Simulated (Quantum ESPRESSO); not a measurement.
# antimonene, 1 layer: a series in biaxial strain, part 4 of 7

Wanted: a table for antimonene, 1 layer against biaxial strain, and what can be fitted to it.

Quantum ESPRESSO 7.5; plane-wave DFT, PBE, GBRV ultrasoft pseudopotentials.

So far. Step 2 (Relaxing cell and ions of the reference):  The last row is no step: it is a fresh SCF in the final cell with a new plane-wave basis, +0 meV from the row before. Step 3 (Relaxation with pw.x, -4 %): The relaxation lowers the energy by 9 meV an atom.

### 6. Band structure, -4 %

Bands along a path place the edges.

m0.bands.in

```
&control
  prefix = 'm0.bands'
  outdir = './out'
  pseudo_dir = './pseudo'
  calculation = 'bands'
/
&system
  ibrav = 0
  nat = 2
  ntyp = 1
  ecutwfc = 40
  ecutrho = 200
  occupations = 'smearing'
  smearing = 'fd'
  degauss = 0.002
  nbnd = 21
/
&electrons
  conv_thr = 1e-07
  mixing_beta = 0.4
  electron_maxstep = 120
  mixing_mode = 'plain'
/
ATOMIC_SPECIES
  Sb  121.7600  sb_pbe_v1.4.uspp.F.UPF
CELL_PARAMETERS angstrom
  3.95350294656000 0.00000000000000 0.00000000000000
  -1.97675147328000 3.42383398560000 0.00000000000000
  0.00000000000000 0.00000000000000 16.65000000000000
ATOMIC_POSITIONS crystal
  Sb  0.666666666700 0.333333333300 0.448994972600
  Sb  0.333333333300 0.666666666700 0.551005027400
K_POINTS crystal_b
4
  0.0000000000 0.0000000000 0.0000000000 12
  0.5000000000 0.0000000000 0.0000000000 12
  0.3333333333 0.3333333333 0.0000000000 12
  0.0000000000 0.0000000000 0.0000000000 1
```

Launch:

```console
$ cp -r out/m0.scf.save out/m0.bands.save
$ cp out/m0.scf.xml out/m0.bands.xml
$ OMP_NUM_THREADS=1 mpirun -n 4 pw.x -nk 4 -in m0.bands.in > m0.bands.out
```

Output:

```text
[banner, memory and clock lines left out]
Program PWSCF v.7.5 starts

          URL

     Atomic positions and unit cell read from directory:
     ./out/m0.bands.save/

     Message from routine setup:
     using ibrav=0 with symmetry is DISCOURAGED, use correct ibrav instead

     G-vector sticks info

     bravais-lattice index     =            0
     lattice parameter (alat)  =       7.4710  a.u.
     unit-cell volume          =    1520.9173 (a.u.)^3
     number of atoms/cell      =            2
     number of atomic types    =            1
     number of electrons       =        30.00
     number of Kohn-Sham states=           21
     kinetic-energy cutoff     =      40.0000  Ry
     charge density cutoff     =     200.0000  Ry
     Exchange-correlation=  SLA  PW   PBX  PBC
                           (   1   4   3   4   0   0   0)

     celldm(1)=   7.471038  celldm(2)=   0.000000  celldm(3)=   0.000000
     celldm(4)=   0.000000  celldm(5)=   0.000000  celldm(6)=   0.000000

     crystal axes: (cart. coord. in units of alat)
               a(1) = (   1.000000   0.000000   0.000000 )
               a(2) = (  -0.500000   0.866025   0.000000 )
               a(3) = (   0.000000   0.000000   4.211455 )

     reciprocal axes: (cart. coord. in units 2 pi/alat)
               b(1) = (  1.000000  0.577350 -0.000000 )
               b(2) = (  0.000000  1.154701  0.000000 )
               b(3) = (  0.000000 -0.000000  0.237448 )

     PseudoPot. # 1 for Sb read from file:
     ./pseudo/sb_pbe_v1.4.uspp.F.UPF
     Pseudo is Ultrasoft + core correction, Zval = 15.0
     Generated by new atomic code, or converted to UPF format
     Using radial grid of  891 points,  6 beta functions with:
                l(1) =   0
                l(2) =   0
                l(3) =   1
                l(4) =   1
                l(5) =   2
                l(6) =   2
     Q(r) pseudized with  8 coefficients,  rinner =    1.350   1.350   1.350
                                                       1.350   1.350

     atomic species   valence    mass     pseudopotential
     Sb               15.00   121.76000     Sb( 1.00)

     12 Sym. Ops., with inversion, found

   Cartesian axes

     site n.     atom                  positions (alat units)
         1        Sb     tau(   1) = (   0.5000000   0.2886751   1.8909222  )
         2        Sb     tau(   2) = (  -0.0000000   0.5773503   2.3205329  )

     number of k points=    37  Fermi-Dirac smearing, width (Ry)=  0.0020
                       cart. coord. in units 2pi/alat
        k(    1) = (   0.0000000   0.0000000   0.0000000), wk =   0.0540541
        k(    2) = (   0.0416667   0.0240563   0.0000000), wk =   0.0540541
        k(    3) = (   0.0833333   0.0481125   0.0000000), wk =   0.0540541
        k(    4) = (   0.1250000   0.0721688   0.0000000), wk =   0.0540541
        k(    5) = (   0.1666667   0.0962250   0.0000000), wk =   0.0540541
        k(    6) = (   0.2083333   0.1202813   0.0000000), wk =   0.0540541
        k(    7) = (   0.2500000   0.1443376   0.0000000), wk =   0.0540541
        k(    8) = (   0.2916667   0.1683938   0.0000000), wk =   0.0540541
        k(    9) = (   0.3333333   0.1924501   0.0000000), wk =   0.0540541
        k(   10) = (   0.3750000   0.2165064   0.0000000), wk =   0.0540541
        k(   11) = (   0.4166667   0.2405626   0.0000000), wk =   0.0540541
        k(   12) = (   0.4583333   0.2646189   0.0000000), wk =   0.0540541
        k(   13) = (   0.5000000   0.2886751   0.0000000), wk =   0.0540541
        k(   14) = (   0.4861111   0.3127314   0.0000000), wk =   0.0540541
        k(   15) = (   0.4722222   0.3367877   0.0000000), wk =   0.0540541
        k(   16) = (   0.4583333   0.3608439   0.0000000), wk =   0.0540541
        k(   17) = (   0.4444444   0.3849002   0.0000000), wk =   0.0540541
        k(   18) = (   0.4305556   0.4089564   0.0000000), wk =   0.0540541
        k(   19) = (   0.4166667   0.4330127   0.0000000), wk =   0.0540541
        k(   20) = (   0.4027778   0.4570690   0.0000000), wk =   0.0540541
        k(   21) = (   0.3888889   0.4811252   0.0000000), wk =   0.0540541
        k(   22) = (   0.3750000   0.5051815   0.0000000), wk =   0.0540541
        k(   23) = (   0.3611111   0.5292377   0.0000000), wk =   0.0540541
        k(   24) = (   0.3472222   0.5532940   0.0000000), wk =   0.0540541
        k(   25) = (   0.3333333   0.5773503   0.0000000), wk =   0.0540541
        k(   26) = (   0.3055556   0.5292377   0.0000000), wk =   0.0540541
        k(   27) = (   0.2777778   0.4811252   0.0000000), wk =   0.0540541
        k(   28) = (   0.2500000   0.4330127   0.0000000), wk =   0.0540541
        k(   29) = (   0.2222222   0.3849002   0.0000000), wk =   0.0540541
        k(   30) = (   0.1944444   0.3367877   0.0000000), wk =   0.0540541
        k(   31) = (   0.1666667   0.2886751   0.0000000), wk =   0.0540541
        k(   32) = (   0.1388889   0.2405626   0.0000000), wk =   0.0540541
        k(   33) = (   0.1111111   0.1924501   0.0000000), wk =   0.0540541
        k(   34) = (   0.0833333   0.1443376   0.0000000), wk =   0.0540541
        k(   35) = (   0.0555556   0.0962250   0.0000000), wk =   0.0540541
        k(   36) = (   0.0277778   0.0481125   0.0000000), wk =   0.0540541
        k(   37) = (   0.0000000   0.0000000   0.0000000), wk =   0.0540541

     Dense  grid:    72729 G-vectors     FFT dimensions: (  36,  36, 144)

     Smooth grid:    51847 G-vectors     FFT dimensions: (  32,  32, 128)

     The potential is recalculated from file :
     ./out/m0.bands.save/charge-density

     negative rho (up, down):  2.199E-04 0.000E+00
     Starting wfcs are   18 randomized atomic wfcs +    3 random wfcs

     Band Structure Calculation
     Davidson diagonalization with overlap

     ethr =  3.33E-10,  avg # of iterations = 37.1

     End of band structure calculation

          k = 0.0000 0.0000 0.0000 (  6501 PWs)   bands (ev):

   -29.5088 -29.5088 -29.4249 -29.4249 -29.3917 -29.3078 -29.3078 -29.2714
   -29.2175 -29.2175 -12.5607  -7.4959  -1.9022  -0.4737  -0.4737   1.3186
     2.2604   2.2604   3.3183   3.3337   4.6445

          k = 0.0417 0.0241 0.0000 (  6513 PWs)   bands (ev):

   -29.5086 -29.5078 -29.4248 -29.4242 -29.3913 -29.3082 -29.3078 -29.2717
   -29.2187 -29.2175 -12.5399  -7.4885  -1.8895  -0.7350  -0.5289   1.5122
     2.1966   2.3089   3.3422   3.3744   4.6662

          k = 0.0833 0.0481 0.0000 (  6527 PWs)   bands (ev):

   -29.5081 -29.5049 -29.4246 -29.4223 -29.3900 -29.3094 -29.3081 -29.2724
   -29.2223 -29.2176 -12.4777  -7.4680  -1.8529  -1.2950  -0.6780   1.6888
     2.2069   2.4343   3.4092   3.5010   4.7239

          k = 0.1250 0.0722 0.0000 (  6535 PWs)   bands (ev):

[...]
-29.5035 -29.4758 -29.4237 -29.4037 -29.3757 -29.3217 -29.3127 -29.2787
   -29.2570 -29.2188 -11.8294  -7.4512  -3.6215  -1.6648  -1.5811   0.5138
     2.7724   2.8871   3.9052   4.1451   5.1598

          k = 0.2917 0.1684 0.0000 (  6515 PWs)   bands (ev):

   -29.5022 -29.4655 -29.4231 -29.3970 -29.3701 -29.3265 -29.3157 -29.2808
   -29.2689 -29.2192 -11.5767  -7.5645  -3.9750  -1.7816  -1.7283   0.3533
     2.5275   2.8958   4.1207   4.3621   5.1386

          k = 0.3333 0.1925 0.0000 (  6523 PWs)   bands (ev):

   -29.5009 -29.4552 -29.4214 -29.3898 -29.3642 -29.3320 -29.3199 -29.2842
   -29.2795 -29.2195 -11.2963  -7.7655  -4.1797  -1.9524  -1.8868   0.3276
     2.2336   2.8773   4.3841   4.5324   5.1065

          k = 0.3750 0.2165 0.0000 (  6511 PWs)   bands (ev):

   -29.4998 -29.4467 -29.4174 -29.3822 -29.3589 -29.3379 -29.3251 -29.2940
   -29.2827 -29.2199 -10.9987  -8.0408  -4.2461  -2.1145  -2.0889   0.4194
     1.9412   2.8469   4.3827   4.7993   5.2962

          k = 0.4167 0.2406 0.0000 (  6483 PWs)   bands (ev):

   -29.4990 -29.4413 -29.4105 -29.3746 -29.3557 -29.3444 -29.3297 -29.3040
   -29.2838 -29.2202 -10.7053  -8.3457  -4.2155  -2.3567  -2.1883   0.5880
     1.6668   2.8170   4.2124   5.1894   5.6381

          k = 0.4583 0.2646 0.0000 (  6469 PWs)   bands (ev):

   -29.4985 -29.4389 -29.4027 -29.3670 -29.3569 -29.3512 -29.3305 -29.3119
   -29.2844 -29.2203 -10.4636  -8.6063  -4.1488  -2.5493  -2.2486   0.7872
     1.4215   2.7958   4.0755   5.6217   6.0174

          k = 0.5000 0.2887 0.0000 (  6446 PWs)   bands (ev):

   -29.4983 -29.4382 -29.3989 -29.3616 -29.3588 -29.3563 -29.3293 -29.3155
   -29.2846 -29.2204 -10.3622  -8.7161  -4.1148  -2.6249  -2.2688   0.9124
     1.2840   2.7883   4.0251   6.0265   6.0877

          k = 0.4861 0.3127 0.0000 (  6434 PWs)   bands (ev):

   -29.4983 -29.4378 -29.3986 -29.3619 -29.3605 -29.3547 -29.3289 -29.3157
   -29.2848 -29.2205 -10.3551  -8.7178  -4.1139  -2.6228  -2.3160   0.9755
     1.2787   2.7538   4.0387   6.0530   6.0947

          k = 0.4722 0.3368 0.0000 (  6446 PWs)   bands (ev):

   -29.4983 -29.4368 -29.3980 -29.3631 -29.3628 -29.3523 -29.3280 -29.3163
   -29.2854 -29.2207 -10.3341  -8.7234  -4.1123  -2.6168  -2.4436   1.1505
     1.2604   2.6614   4.0807   6.1155   6.1209

          k = 0.4583 0.3608 0.0000 (  6456 PWs)   bands (ev):

   -29.4983 -29.4350 -29.3970 -29.3659 -29.3642 -29.3500 -29.3265 -29.3172
   -29.2864 -29.2211 -10.2991  -8.7338  -4.1131  -2.6192  -2.6078   1.2228
     1.4038   2.5382   4.1549   6.1498   6.2071

          k = 0.4444 0.3849 0.0000 (  6462 PWs)   bands (ev):

   -29.4982 -29.4326 -29.3956 -29.3688 -29.3659 -29.3478 -29.3246 -29.3186
   -29.2877 -29.2216 -10.2502  -8.7504  -4.1224  -2.8071  -2.5974   1.1568
     1.6978   2.4171   4.2685   6.1965   6.2958

          k = 0.4306 0.4090 0.0000 (  6464 PWs)   bands (ev):

   -29.4982 -29.4296 -29.3940 -29.3717 -29.3675 -29.3458 -29.3224 -29.3205
   -29.2893 -29.2221 -10.1876  -8.7755  -4.1491  -2.9753  -2.5880   1.0555
     1.9976   2.3258   4.4317   6.2522   6.3849

          k = 0.4167 0.4330 0.0000 (  6456 PWs)   bands (ev):

   -29.4981 -29.4259 -29.3924 -29.3747 -29.3689 -29.3440 -29.3228 -29.3201
   -29.2912 -29.2227 -10.1115  -8.8114  -4.2021  -3.0984  -2.5827   0.9214
     2.2717   2.2784   4.6561   6.3013   6.4779

          k = 0.4028 0.4571 0.0000 (  6464 PWs)   bands (ev):

   -29.4980 -29.4218 -29.3911 -29.3777 -29.3696 -29.3427 -29.3254 -29.3177
   -29.2933 -29.2233 -10.0220  -8.8610  -4.2826  -3.1632  -2.5858   0.7684
     2.2745   2.4953   4.9489   6.2713   6.5541

          k = 0.3889 0.4811 0.0000 (  6462 PWs)   bands (ev):

   -29.4979 -29.4172 -29.3905 -29.3808 -29.3692 -29.3421 -29.3281 -29.3152
   -29.2955 -29.2238  -9.9195  -8.9272  -4.3794  -3.1723  -2.6018   0.6154
     2.3062   2.6536   5.3047   6.1337   6.6221

          k = 0.3750 0.5052 0.0000 (  6474 PWs)   bands (ev):

   -29.4979 -29.4121 -29.3910 -29.3840 -29.3673 -29.3429 -29.3302 -29.3126
   -29.2978 -29.2242  -9.8044  -9.0122  -4.4747  -3.1376  -2.6358   0.4798
     2.3648   2.7427   5.6759   6.0233   6.7448

          k = 0.3611 0.5292 0.0000 (  6466 PWs)   bands (ev):

   -29.4978 -29.4068 -29.3922 -29.3872 -29.3641 -29.3455 -29.3312 -29.3101
   -29.3003 -29.2245  -9.6771  -9.1176  -4.5527  -3.0711  -2.6918   0.3752
     2.4436   2.7653   5.7755   6.2407   6.9070

          k = 0.3472 0.5533 0.0000 (  6442 PWs)   bands (ev):

   -29.4977 -29.4012 -29.3940 -29.3906 -29.3599 -29.3497 -29.3313 -29.3077
   -29.3027 -29.2247  -9.5384  -9.2435  -4.6031  -2.9815  -2.7717   0.3101
     2.5372   2.7284   5.7230   6.6162   6.9617

          k = 0.3333 0.5774 0.0000 (  6444 PWs)   bands (ev):

   -29.4977 -29.3973 -29.3942 -29.3942 -29.3548 -29.3548 -29.3313 -29.3052
   -29.3052 -29.2248  -9.3889  -9.3889  -4.6205  -2.8748  -2.8748   0.2883
     2.6415   2.6415   5.7018   6.8725   6.8725

          k = 0.3056 0.5292 0.0000 (  6466 PWs)   bands (ev):

   -29.4978 -29.4023 -29.4013 -29.3828 -29.3660 -29.3430 -29.3321 -29.3095
   -29.3005 -29.2246  -9.7283  -9.0622  -4.5511  -3.1329  -2.6269   0.3700
     2.3652   2.8652   5.7741   6.4170   6.6845

          k = 0.2778 0.4811 0.0000 (  6472 PWs)   bands (ev):

   -29.4982 -29.4121 -29.4059 -29.3767 -29.3705 -29.3358 -29.3294 -29.3121
   -29.2960 -29.2239 -10.1101  -8.7085  -4.3521  -3.4153  -2.3543   0.5899
     2.0305   3.0781   5.8558   5.9112   6.2393

          k = 0.2500 0.4330 0.0000 (  6474 PWs)   bands (ev):

   -29.4988 -29.4240 -29.4101 -29.3856 -29.3587 -29.3423 -29.3147 -29.3128
   -29.2919 -29.2229 -10.5068  -8.3465  -4.0442  -3.6643  -2.0838   0.9064
     1.7120   3.2342   5.4380   5.5207   5.9636

          k = 0.2222 0.3849 0.0000 (  6489 PWs)   bands (ev):

   -29.4998 -29.4376 -29.4139 -29.3928 -29.3506 -29.3477 -29.3124 -29.2992
   -29.2881 -29.2218 -10.8961  -8.0045  -3.8248  -3.6487  -1.8476   1.2793
     1.4633   3.2933   5.0120   5.0826   5.5706

          k = 0.1944 0.3368 0.0000 (  6509 PWs)   bands (ev):

   -29.5010 -29.4517 -29.4170 -29.3986 -29.3596 -29.3379 -29.3116 -29.2846
   -29.2836 -29.2208 -11.2618  -7.7193  -3.8444  -3.1861  -1.6806   1.3224
     1.6617   3.2589   4.6419   4.6840   5.2532

          k = 0.1667 0.2887 0.0000 (  6517 PWs)   bands (ev):

   -29.5024 -29.4653 -29.4195 -29.4038 -29.3682 -29.3294 -29.3107 -29.2814
   -29.2685 -29.2198 -11.5926  -7.5241  -3.6823  -2.6772  -1.6048   1.3032
     1.9848   3.1870   4.3341   4.3427   5.0486

          k = 0.1389 0.2406 0.0000 (  6525 PWs)   bands (ev):

   -29.5040 -29.4777 -29.4214 -29.4087 -29.3758 -29.3225 -29.3099 -29.2786
   -29.2544 -29.2190 -11.8812  -7.4272  -3.3286  -2.1485  -1.6105   1.3866
     2.1607   3.1289   4.0336   4.1345   4.9537

          k = 0.1111 0.1925 0.0000 (  6541 PWs)   bands (ev):

   -29.5055 -29.4885 -29.4228 -29.4135 -29.3820 -29.3169 -29.3092 -29.2761
   -29.2419 -29.2184 -12.1224  -7.4062  -2.8095  -1.7216  -1.5768   1.5373
     2.1686   3.0436   3.7836   3.9950   4.9083

          k = 0.0833 0.1443 0.0000 (  6545 PWs)   bands (ev):

   -29.5068 -29.4972 -29.4238 -29.4179 -29.3865 -29.3128 -29.3086 -29.2742
   -29.2316 -29.2180 -12.3127  -7.4267  -2.1709  -1.7679  -1.1410   1.7323
     2.0742   2.8594   3.5857   3.8061   4.8363

          k = 0.0556 0.0962 0.0000 (  6537 PWs)   bands (ev):

   -29.5079 -29.5036 -29.4244 -29.4216 -29.3895 -29.3100 -29.3081 -29.2727
   -29.2238 -29.2177 -12.4501  -7.4597  -1.8374  -1.4701  -0.7765   1.8956
     1.9582   2.5737   3.4409   3.5587   4.7458

          k = 0.0278 0.0481 0.0000 (  6507 PWs)   bands (ev):

   -29.5085 -29.5075 -29.4248 -29.4240 -29.3911 -29.3083 -29.3079 -29.2718
   -29.2191 -29.2175 -12.5330  -7.4861  -1.8853  -0.8079  -0.5495   1.5648
     2.1683   2.3328   3.3502   3.3881   4.6731

          k = 0.0000 0.0000 0.0000 (  6501 PWs)   bands (ev):

   -29.5088 -29.5088 -29.4249 -29.4249 -29.3917 -29.3078 -29.3078 -29.2714
   -29.2175 -29.2175 -12.5607  -7.4959  -1.9022  -0.4737  -0.4737   1.3186
     2.2604   2.2604   3.3183   3.3337   4.6445

     XML data file, pseudopotentials, collected wavefunctions

                                        0.00s GPU  (     308 calls)
```

It took 12 s on 4 MPI ranks of Arm Neoverse V1, shared host; peak memory 0.33 GiB.

This step gave:

```
valence top, on the run's zero : -0.4737 eV
gap by band count              : 0.7620 eV
```

Band numbers count within the set of bands kept for display. The electronic bands at the labelled points (eV, zero at the highest filled level of the SCF mesh; v1 is the highest filled band, c1 the lowest empty one):

```tsv
point	v4	v3	v2	v1	c1	c2	c3	c4
Γ	-7.02	-1.43	0.00	0.00	1.79	2.73	2.73	3.79
M	-8.24	-3.64	-2.15	-1.80	1.39	1.76	3.26	4.50
K	-8.92	-4.15	-2.40	-2.40	0.76	3.12	3.12	6.18
Γ	-7.02	-1.43	0.00	0.00	1.79	2.73	2.73	3.79
```

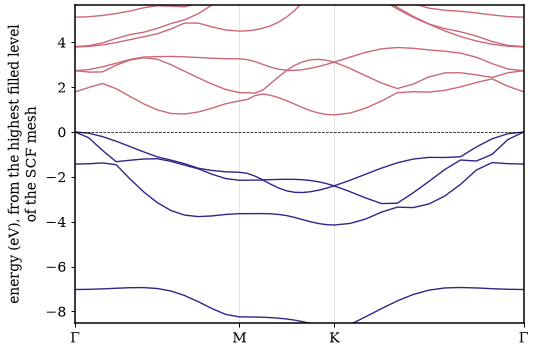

Electronic bands along the path; lines of filled and empty bands in two colours.

Along this path the valence top lies at Γ and the conduction bottom at K.

[end of part 4 of 7]

[Logs are printed without paths, hosts, clocks, repeated set-up lines and the standing remarks that a program may print on its own settings, such as how far it seeks lower states.]

[Hosts, paths, dates, database ids (printed as entryN), source tags and the programs' standing remarks are cut or masked in the printed files.]

[Maps of the electrostatic potential energy from Ansatz leave out the sawtooth potential of an applied field or a dipole correction, so their vacuum need not be flat; planar profiles and work functions include it.]
